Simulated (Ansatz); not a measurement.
# Phonon calculation of C2H7BOSi

- system: C2H7BOSi
- method: RKS BLYP-D4/def2-SVP (Ansatz 0.2.0)

It belongs to a series of runs on one base structure; here: vibrations at the highest image of the band.

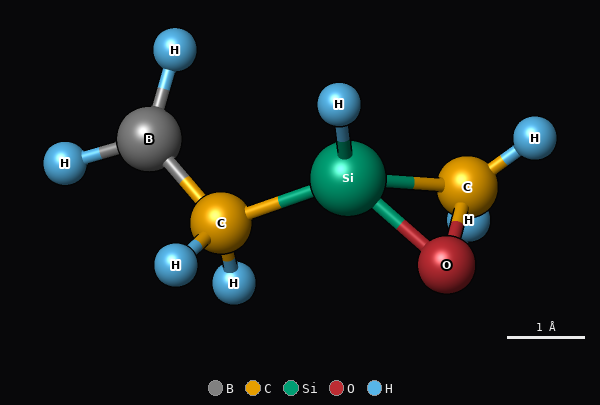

*The input geometry (ball-and-stick view, seen at a tilt).*

## The input
```yaml
crystal:
  periodic: [false, false, false]
  atoms:
    - { symbol: B, position_ang: [-0.901458, 1.834915, 0.652571] }
    - { symbol: C, position_ang: [-0.457415, 0.368606, 1.011929] }
    - { symbol: Si, position_ang: [0.880493, -0.401689, -0.057263] }
    - { symbol: C, position_ang: [0.495548, -1.508677, -1.474548] }
    - { symbol: O, position_ang: [0.947697, -2.108719, -0.176934] }
    - { symbol: H, position_ang: [-1.737789, 2.393891, 1.334588] }
    - { symbol: H, position_ang: [-0.444982, 2.442895, -0.297057] }
    - { symbol: H, position_ang: [-1.373839, -0.269321, 0.973226] }
    - { symbol: H, position_ang: [-0.185663, 0.342218, 2.094604] }
    - { symbol: H, position_ang: [2.19438, 0.307022, 0.020157] }
    - { symbol: H, position_ang: [-0.546301, -1.777666, -1.740171] }
    - { symbol: H, position_ang: [1.20633, -1.678674, -2.307001] }
basis:
  gaussian: { orbitals: def2-SVP }
hamiltonian:
  xc: blyp
  dispersion: d4
phonons: {}
```

Hardware: 2 threads of Arm Neoverse V1, 24 GiB of memory available, shared host.

Run as:
```bash
ansatz run input.yaml --threads 2 --pin off --max-ram 3072MiB --backend cpu --events-out ev --progress --plain --runs-dir out
```

## Log
```
Engine: ansatz 0.2.0, aarch64-unknown-linux-gnu
Functional definition: BLYP
  parameter beta = 0.0042
  parameter a = 0.04918
  parameter b = 0.132
  parameter c = 0.2533
  parameter d = 0.349
  exchange = b88_x(beta = beta)
  correlation = lyp_c(a = a, b = b, c = c, d = d)
1215 factors; their error is unknown
mean field evaluation 1: about -12765.5821 eV, gradient 7.5e1 eV
mean field evaluation 2: about -12668.2243 eV, gradient 1.8e2 eV
mean field evaluation 4: about -12778.9120 eV, gradient 1.0e1 eV
mean field evaluation 8: about -12779.3614 eV, gradient 2.6e-1 eV
mean field evaluation 16: about -12779.2981 eV, gradient 1.2e-3 eV
mean field -12779.29808313 eV, -469.6305424358 hartree, gradient 6.0e-5 eV, S^2 0.000000; 0 other end points of the search recorded, 0 dependent functions left out
the calculation of the forces begins
reference -12779.29843843 eV, -469.6305554927 hartree; 23, 23 occupied and 86, 86 virtual orbitals, 1215 factors
these checks for a lower state are left out or cut short: stability, starts, cluster_reference, orbital_swaps, neighbouring_geometries, increment
1215 factors; their error is unknown
mean field -12779.29797167 eV, -469.6305383397 hartree, gradient 1.3e-6 eV, S^2 0.000000; 0 other end points of the search recorded, 0 dependent functions left out
[... from here on the field's lines of each further geometry are left out, up to the last ...]
the calculation of the forces begins
reference -12779.29837062 eV, -469.6305530009 hartree; 23, 23 occupied and 86, 86 virtual orbitals, 1215 factors
these checks for a lower state are left out or cut short: stability, starts, cluster_reference, orbital_swaps, neighbouring_geometries, increment
1215 factors; their error is unknown
mean field evaluation 448: about -12779.2980 eV, gradient 1.5e-5 eV
mean field -12779.29803092 eV, -469.6305405170 hartree, gradient 1.5e-6 eV, S^2 0.000000; 0 other end points of the search recorded, 0 dependent functions left out
the calculation of the forces begins
reference -12779.29838620 eV, -469.6305535734 hartree; 23, 23 occupied and 86, 86 virtual orbitals, 1215 factors
WARN: phonons: modes at or below zero, which the zero-point energy, F, S and C_V leave out: 1, the lowest at -261.23 cm⁻¹. A minimum has none, and a first-order saddle one
Total energy: -12779.80711318 eV, -469.6492489451 hartree
Atom 0 at    -0.901458     1.834915     0.652571 Å, force     0.001644    -0.001474    -0.002653 eV/Å
Atom 1 at    -0.457415     0.368606     1.011929 Å, force    -0.001533     0.000638     0.002556 eV/Å
Atom 2 at     0.880493    -0.401689    -0.057263 Å, force     0.000233     0.003206    -0.003738 eV/Å
Atom 3 at     0.495548    -1.508677    -1.474548 Å, force     0.000841    -0.002392     0.004577 eV/Å
Atom 4 at     0.947697    -2.108719    -0.176934 Å, force    -0.001644     0.001274    -0.003734 eV/Å
Atom 5 at    -1.737789     2.393891     1.334588 Å, force    -0.001045    -0.001286    -0.000382 eV/Å
Atom 6 at    -0.444982     2.442895    -0.297057 Å, force    -0.000264     0.001795     0.001604 eV/Å
Atom 7 at    -1.373839    -0.269321     0.973226 Å, force     0.000378     0.001386    -0.000031 eV/Å
Atom 8 at    -0.185663     0.342218     2.094604 Å, force     0.001293    -0.000977     0.000460 eV/Å
Atom 9 at     2.194380     0.307022     0.020157 Å, force     0.000113    -0.000748     0.001568 eV/Å
Atom 10 at    -0.546301    -1.777666    -1.740171 Å, force    -0.000041    -0.000898    -0.000341 eV/Å
Atom 11 at     1.206330    -1.678674    -2.307001 Å, force     0.000025    -0.000522     0.000115 eV/Å
Dipole moment:    -0.166161     0.312730     0.075967 e Å
Vibrations: -261.23 54.57 136.85 192.84 284.31 462.82 538.85 613.72 671.59 696.31 725.59 804.15 831.47 893.24 940.29 970.47 1066.00 1076.50 1086.75 1136.95 1224.72 1286.87 1406.06 2181.60 2494.00 2574.48 2921.62 2950.11 2968.71 3046.27 cm⁻¹, zero-point energy 2.246451 eV
```

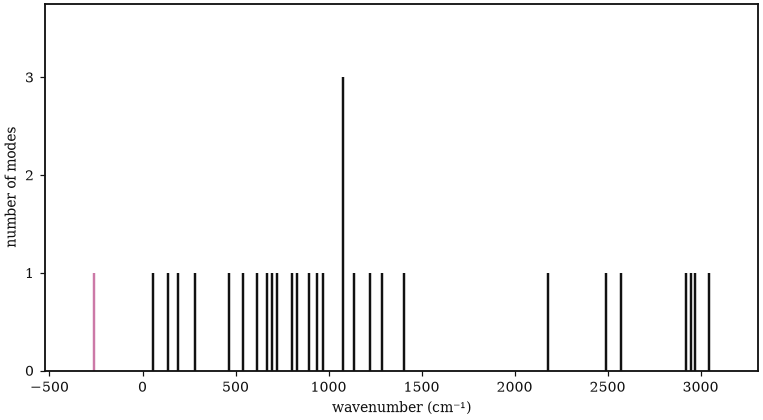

*Harmonic vibrational wavenumbers from the force constants; neighbouring modes closer than 15 cm⁻¹ are counted in one stick, and imaginary ones are drawn at negative wavenumbers.*

30 modes from 261i to 3046 cm⁻¹, 1 imaginary beyond 8i (261i cm⁻¹): a first-order saddle point, if the geometry is stationary.

## Summary

| quantity | value |
| --- | --- |
| outcome | converged |
| total energy | −12779.8071 eV |
| mean-field energy | −12779.2984 eV |
| largest force (length of the vector) | 0.005 eV/Å |
| wall time | 84 s (CPU time 2.7 min) |
| peak memory | 0.14 GiB |
